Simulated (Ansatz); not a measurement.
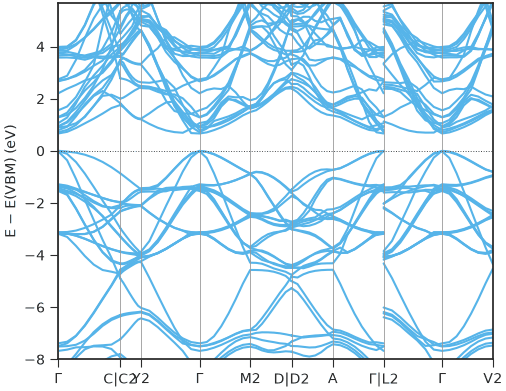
Figure: Band structure from r²SCAN in the plane-wave PAW code Ansatz

Question: Read off the gap and where the band edges lie.

Answer: About 0.7 eV (0.66 eV by a search for the band edges); maximum at Γ, minimum at Γ.

Question: Which compound is it?
(A) SiGe, Cm (Pearson symbol mS32)
(B) In2O3, C2/c (In on 8f, O on 8f, O on 4e)
(C) KCr3O8, C2/m (Pearson symbol mS24)

Answer: A, SiGe, Cm (Pearson symbol mS32)

The start of the workflow was typed in or built on a structure type; neither database checked (COD, Materials Project) lists it. Whether it is the stable phase at ambient conditions was not checked. The r²SCAN relaxation kept the symmetry of its start; its stability against distortions is not shown here. Spin–orbit coupling is left out wherever it is not named.

Potentials: the earlier of the program's two PAW sets. The files were generated under PBE; for other functionals the program regenerates the frozen cores, and for LDA and PBEsol the local potential too.
